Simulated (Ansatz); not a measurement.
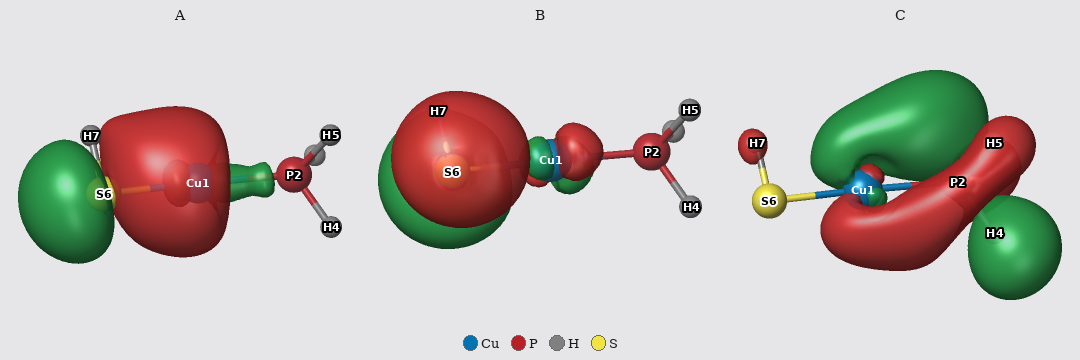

Figure. CuH4PS. Three frontier orbitals at ±0.08 Å⁻³ᐟ² (green and red are the two phases), in no order.

Geometry: PBE-D4/def2-TZVP.

Theory: RKS PBE0-D4/def2-TZVP in Ansatz 0.2.0.

```xyz
7

Cu    0.1592    0.0764   -0.9117
P     0.1490    0.0523    1.2524
H    -0.8560    0.7540    1.9747
H     1.2743    0.5721    1.9489
H     0.0490   -1.1799    1.9570
S     0.2362    0.1208   -3.0462
H    -1.0118   -0.3956   -3.1751
```

Order the three orbitals by energy and name them.

A is the HOMO−1 (−6.79 eV). Its weight (Hirshfeld) is mainly on S6 (about 60 %) and Cu1 (about 35 %). B is the HOMO (−5.79 eV). By Hirshfeld shares it lies mainly on S6 (about 80 %) and Cu1 (about 15 %); largely a lone pair of S6. C is the LUMO (−0.90 eV). It lies mainly on P2 (about 45 %), Cu1 (about 25 %), H4 (about 15 %), H3 (about 5 %) and H5 (about 5 %).

What is the HOMO–LUMO gap?

4.89 eV between the orbital energies.
